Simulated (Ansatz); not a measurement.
CH6MgS

Input

```
crystal:
  periodic: [false, false, false]
  atoms:
    - {symbol: Mg, position_ang: [-0.545122, 0.969389, 0.367083]}
    - {symbol: H, position_ang: [-1.205915, 2.495551, -0.086284]}
    - {symbol: C, position_ang: [0.292074, -0.576716, 1.508584]}
    - {symbol: H, position_ang: [-0.066434, 0.819195, -2.816128]}
    - {symbol: S, position_ang: [-0.530649, -0.230690, -2.119695]}
    - {symbol: H, position_ang: [1.337603, -0.765000, 1.234490]}
    - {symbol: H, position_ang: [0.285545, -0.367187, 2.583503]}
    - {symbol: H, position_ang: [-0.241064, -1.525143, 1.370562]}
    - {symbol: H, position_ang: [0.673963, -0.819400, -2.042113]}
basis:
  gaussian: {orbitals: def2-TZVPP}
hamiltonian: {xc: pbe0, dispersion: d4}
output: {orbitals: {seedname: orbitals}}
```

Run with:

```sh
ansatz run in.yaml --threads 2 --pin off --events-out ev --progress --plain --max-ram 4352MiB
```

The reactant side of a reaction path; geometry: PBE0-D4/def2-TZVP.

All numbers below come from RKS PBE0-D4/def2-TZVPP in Ansatz 0.2.0.

> What will maps of the electron density and electron localisation function show?

C–Mg (2.10 Å): ρ at the midpoint is about 0.48 e/Å³; the ELF peaks at about 0.95 in the valence shell of C, 0.8 Å from its nucleus, and is about 0.75 at the midpoint.
Mg–S (2.76 Å): ρ is about 0.21 e/Å³ halfway; the ELF peaks at about 0.95 in the valence shell of S, 0.9 Å from its nucleus, and falls to about 0 next to Mg; a largely ionic contact.
C–H (1.10 Å): ρ is about 1.9 e/Å³ halfway; the ELF climbs to about 1 towards the hydrogen, as it does in any bond to H (a covalent bond by its length).
Mg–H (1.72 Å): ρ is about 0.35 e/Å³ halfway; the ELF climbs to about 1 towards the hydrogen.

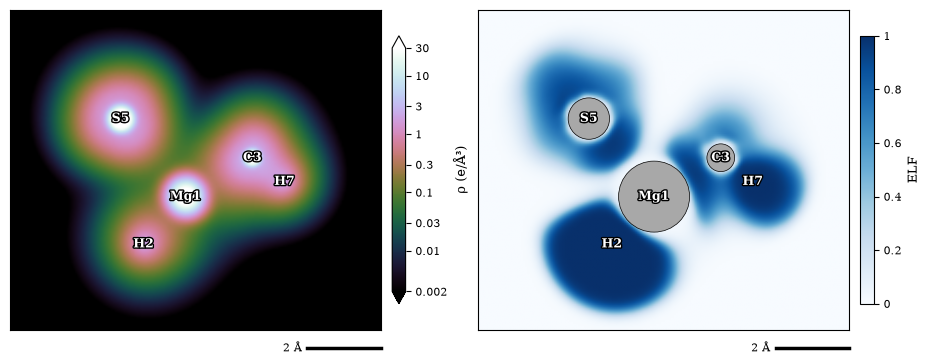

Computed electron density and electron localisation function on the plane of atoms C3, Mg1 and S5, in this order. Grey discs cover the atomic cores in the ELF map. 
